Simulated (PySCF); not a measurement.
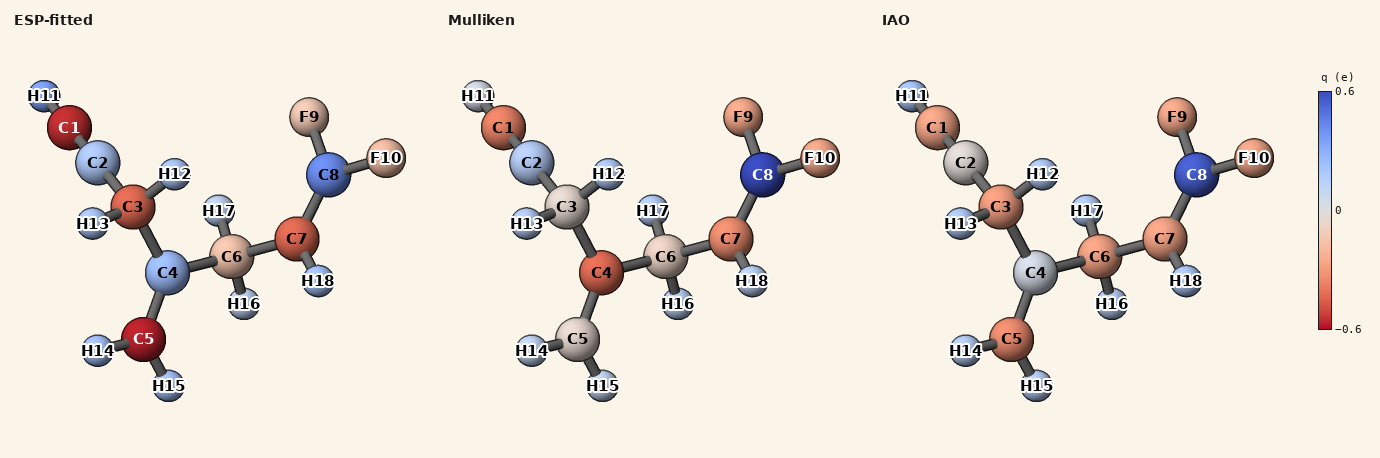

Atomic charges of one calculation by 3 schemes, on one colour scale. The computed structure is the end point of a GFN2-xTB optimisation. No frequency run is at hand to confirm it as a minimum. Level of theory: PBE0/pcSseg-1 (PySCF 2.14.0).

Which scheme gives the most polar picture (largest mean size of the charges)?

The ESP-fitted charges are the largest in size here, and the Mulliken charges the smallest.

On which atom do the schemes disagree most?

On C4 (from −0.41 to 0.23 e).

List the charges (e), one line for each set of equivalent atoms.

```tsv
atom	ESP-fitted	Mulliken	IAO
C1	−0.54	−0.35	−0.25
C2	0.18	0.15	−0.02
C3	−0.42	−0.04	−0.28
C4	0.23	−0.41	0.04
C5	−0.57	−0.05	−0.33
C6	−0.14	−0.07	−0.26
C7	−0.42	−0.32	−0.26
C8	0.41	0.60	0.54
F9	−0.12	−0.24	−0.25
F10	−0.17	−0.25	−0.25
H11	0.33	0.04	0.20
H12	0.18	0.17	0.17
H13	0.19	0.15	0.17
H14	0.21	0.11	0.15
H15	0.21	0.10	0.15
H16	0.12	0.14	0.15
H17	0.12	0.15	0.16
H18	0.21	0.13	0.18
```
